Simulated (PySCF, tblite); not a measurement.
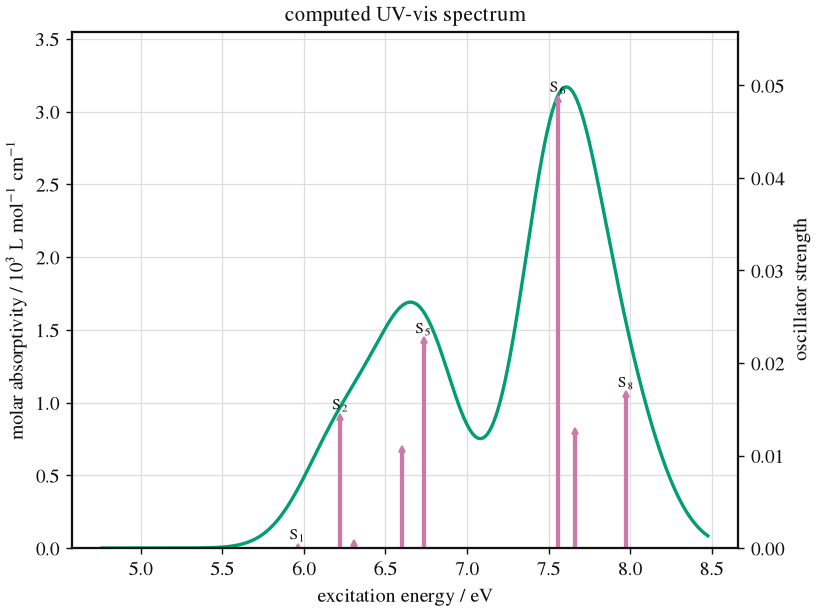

Computed absorption of C₃H₅BrSi, SMILES C#C[Si@@H](C)Br. Vertical TDDFT excitations, CAM-B3LYP/def2-SVPD with PySCF, at a GFN2-xTB geometry (a minimum by its frequencies), gas phase. The lowest 8 singlet states are shown; each is broadened by a Gaussian of 1/e half-width 0.33 eV. Sticks give oscillator strengths (right axis).

### Which of the computed transitions is the brightest, and what character does the calculation give it?

S6 at 7.56 eV (164 nm), f = 0.049, mainly HOMO−1 → LUMO+1 (83 %).

### Does any vertical transition fall in the visible?

No singlet lies below 3.1 eV (beyond 400 nm), so at this level no vertical transition falls in the visible.

### List the transitions behind the spectrum.

```csv
state,E (eV),λ (nm),f,main character
S1,5.96,208,0.000,HOMO−2 → LUMO (62 %)
S2,6.22,199,0.014,HOMO → LUMO (35 %)
S3,6.31,197,0.001,HOMO−3 → LUMO+1 (32 %)
S4,6.60,188,0.011,HOMO−1 → LUMO (69 %)
S5,6.73,184,0.022,HOMO → LUMO (40 %)
S6,7.56,164,0.049,HOMO−1 → LUMO+1 (83 %)
S7,7.66,162,0.013,HOMO → LUMO+1 (55 %)
S8,7.98,155,0.017,HOMO → LUMO+2 (41 %)
```

Note: the tight-binding geometry is rougher than a DFT one and adds to the error; spin-orbit coupling is left out, and with Br it can shift these levels and split any degenerate set; core orbitals are frozen in the response.
